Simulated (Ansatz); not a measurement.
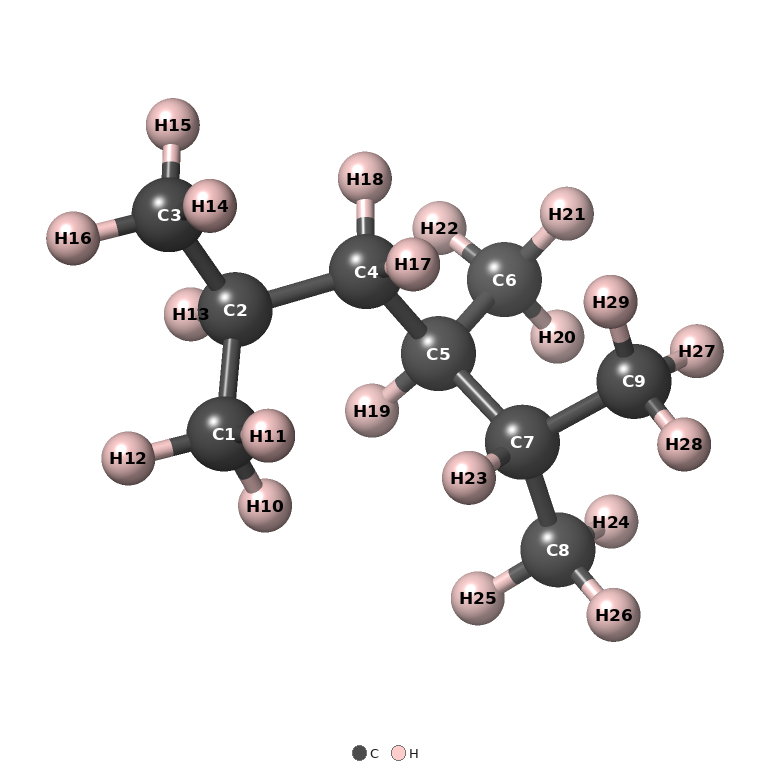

Computed geometry: PBE-D4/def2-SVP optimisation. No frequency run is at hand to confirm it as a minimum.

List the bonds and their lengths. Leave out bonds to hydrogen.

| bond | length (Å) | order |
| --- | --- | --- |
| C1–C2 | 1.534 | single |
| C2–C3 | 1.533 | single |
| C2–C4 | 1.541 | single |
| C4–C5 | 1.550 | single |
| C5–C6 | 1.535 | single |
| C5–C7 | 1.557 | single |
| C7–C8 | 1.534 | single |
| C7–C9 | 1.534 | single |
